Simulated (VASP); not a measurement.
Band structure of CrC (space group P-6m2). These are PBEsol GGA, VASP's PBE PAW potentials (set 64) (plane waves; VASP) values and carry that method's errors.

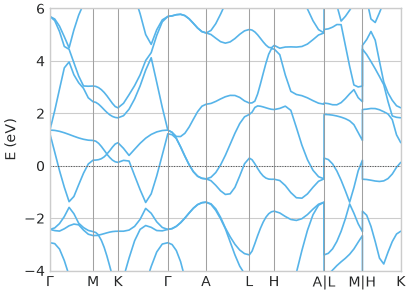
Figure: Bands along high-symmetry lines, zero at the valence-band maximum or, without a gap, the Fermi level

Read the plot: is there a gap, and where are the band edges?

It has no gap at this level: it comes out as a metal or semimetal. (Edges off the drawn lines would not show.)

The structure comes from a computed database's CrC entry (P-6m2); how it stands against other phases isn't given here. It was relaxed first. The run is not spin-polarised, so no magnetic state was tried.
